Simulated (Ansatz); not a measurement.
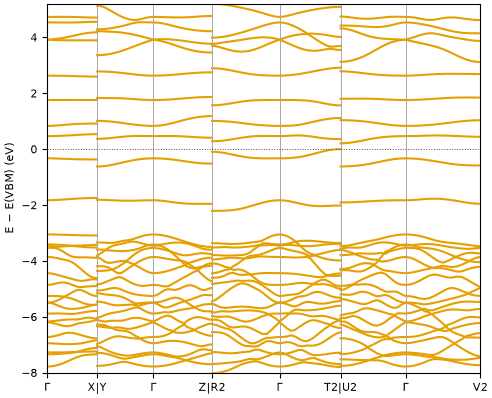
Figure: Band structure from DFT-r²SCAN in the program Ansatz with PAW potentials

**Question.** Read off the gap and where the band edges lie.

**Answer.** About 0.2 eV (0.21 eV by a search for the band edges); maximum at T2, minimum at U2.

The material is Li2MoO3 in space group P-1 (No. 2; Pearson symbol aP12).

The first step of the workflow began from a Materials Project structure, measured or hypothetical; the Crystallography Open Database copy checked does not list it. Entries of such low symmetry are often ordered models of mixed-site phases. Whether it is the stable phase at ambient conditions was not checked. Symmetry was held in the r²SCAN relaxation; its stability against distortions is not shown here. The run is not spin-polarised. No Hubbard U is applied. Scalar-relativistic: spin–orbit coupling is off unless named, which matters more the heavier the elements.

Potentials: the later of the program's two PAW sets.
